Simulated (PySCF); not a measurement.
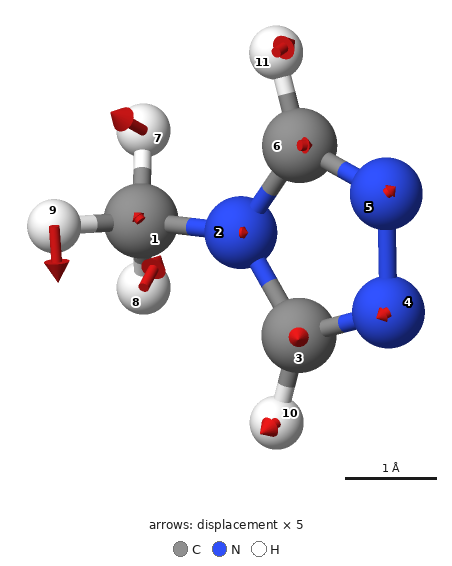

This is a relaxation of C$_{3}$H$_{5}$N$_{3}$. The starting structure is drawn; red arrows show the displacements, magnified 5 times. The two geometries are superimposed by the best rigid fit.

A ball-and-stick model, seen from a free direction.

The start comes from GFN2-xTB. Its atoms were then displaced at random by about 0.01 Å.

Method: PBE0-D3(BJ)/def2-SVP geometry optimisation, gas phase (PySCF 2.14.0, density-fitted response routines). 

Atoms of which element are displaced furthest, and by how much?

Hydrogen: up to 0.13 Å, against 0.05 Å for carbon.

Describe the change and its energy.

The largest move after the best rigid fit is that of H9, 0.13 Å. By element the largest moves are H 0.13 Å, C 0.05 Å, N 0.03 Å. Near-neighbour distances that change, for instance: C3–N4 1.351 → 1.306 Å, C1–N2 1.406 → 1.441 Å, N4–N5 1.329 → 1.358 Å, C3–H10 1.062 → 1.090 Å. Bond angles that change, for instance: N4–N5–C6 109.8° → 107.5°, H7–C1–H9 106.6° → 108.7°. The energy falls by 13.4 kJ/mol in 9 geometry steps.
